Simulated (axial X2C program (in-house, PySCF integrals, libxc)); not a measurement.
## Run report: HfAs⁻, relativistic diatomic calculation

- system: HfAs⁻, single determinant with Ω = 0.
- method: BLYP, two-component X2C with atomic mean-field Coulomb and Gaunt terms, Hf dyall-av3z, As dyall-av3z (cores contracted) (axial X2C program (in-house, PySCF integrals, libxc))

**Input**
```
{"zs": [72, 33], "q": -1, "bas": ["dyall-av3z", "dyall-av3z"], "levels": ["PBE0", "HF", "BLYP", "r2SCAN0"], "cc": false, "r0": 2.73, "npts": 10, "nst": 2, "ntry": 6}
```

The line is the task of a batch: nuclear charges, charge, bases, the levels to run, a first guess of the distance and further settings. This report covers BLYP with spin-orbit coupling. The log is that of the reference distance 2.318 Å.

Hardware: 1 thread of Arm Neoverse N1, 16 GiB of memory available, shared host.

The run was one of a batch that the task file lists, launched with:
```bash
python <driver script> task.json out
```

**The program's output**
```
two-component X2C + atomic mean field  BLYP
basis functions 265  fitting functions 1514  grid points 5800
iter        total energy     max residual
   1     -17337.889240162     3.17e-01
   2     -17337.894846736     3.15e-02
   3     -17337.900337309     5.56e-02
   4     -17337.902460920     4.66e-02
   5     -17337.902909181     2.66e-02
   6     -17337.903201093     2.07e-03
   7     -17337.903211420     3.34e-04
   8     -17337.903214200     7.52e-04
   9     -17337.903215031     9.30e-05
  10     -17337.903215263     1.32e-04
  11     -17337.903215314     2.59e-05
  12     -17337.903215334     2.07e-05
  13     -17337.903215338     6.40e-06
converged
one-electron -24927.31240848  Coulomb 7458.93291237  exact exchange 0.00000000  xc functional -398.42605467  nuclear repulsion 542.41805571  atomic mean-field constant -13.51572027
```

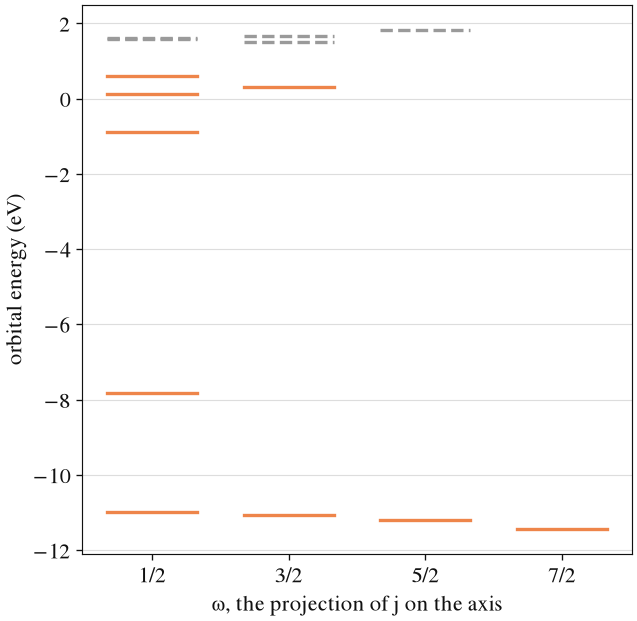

Figure 1. Orbital energies near the frontier at 2.32 Å, filled (solid) and empty (dashed); the Kramers partners at −ω are degenerate and not drawn. The highest filled spinor (1/2; 40 % Hf d, 27 % As p) lies at 0.61 eV, the lowest empty one (3/2; 89 % Hf d, 4 % Hf p) at 1.51 eV. A filled level above zero is held only by the finite basis .

**Outcome**

| quantity | value |
| --- | --- |
| outcome | not converged in a step after the SCF shown |
| wall time | 6.7 s |
| peak memory | 0.68 GiB |

**What went wrong**

The SCF whose log is shown converged, but a later step did not. The run therefore gave no full result.
